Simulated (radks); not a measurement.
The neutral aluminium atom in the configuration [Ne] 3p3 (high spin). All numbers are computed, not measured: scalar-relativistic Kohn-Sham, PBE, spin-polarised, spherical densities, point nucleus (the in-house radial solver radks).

Wanted: the number of electrons inside radius r (solid) and the radial density 4πr²ρ (dashed).

The count levels off at 13 electrons. Half of them lie within 0.594 bohr, 90 % within 3.08 bohr and 99 % within 5.62 bohr. The radial density has minima at 0.215 and 1.65 bohr, where the count stands at 2.2 and 10.2; these part the shells that the density resolves.

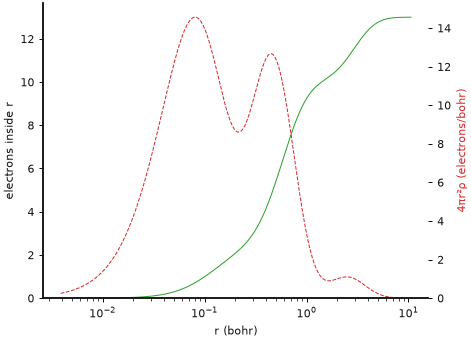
